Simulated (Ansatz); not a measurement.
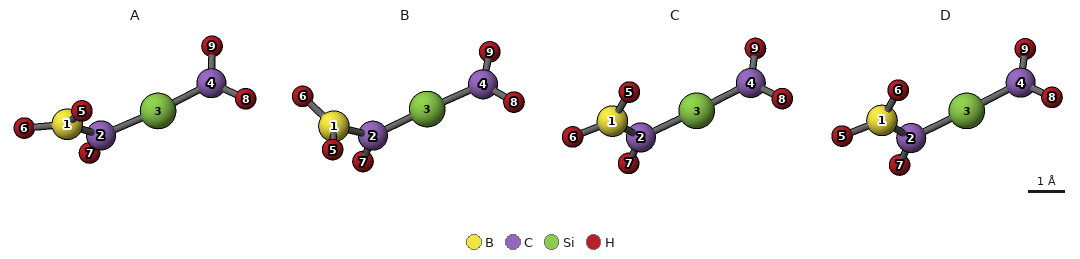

4 geometries from a converged minimum-energy path of C2H5BSi, shuffled. The picture is a ball-and-stick view, seen from a free direction.

These are results of RKS B3LYP-D4/def2-SVP (Ansatz), not measurements. Set-up: 5 movable images; climbing image; force threshold 0.05 eV/Å; iteration limit 60; starting path through a guess of the saddle point.

> Which of them lies highest in energy?

B. In order along the path, whose images run from 0 to 6: D (image 0, 0.0 kcal/mol), B (image 3, +17.4 kcal/mol), A (image 5, +1.5 kcal/mol), C (image 6, 0.0 kcal/mol). The motion is a rotation about the B1–C2 bond by about 180°. No bond forms or breaks between the ends. Bond angles that change up to the highest image, for instance: B1–C2–Si3 113.5° → 130.3°, B1–C2–H7 125.5° → 115.7°.
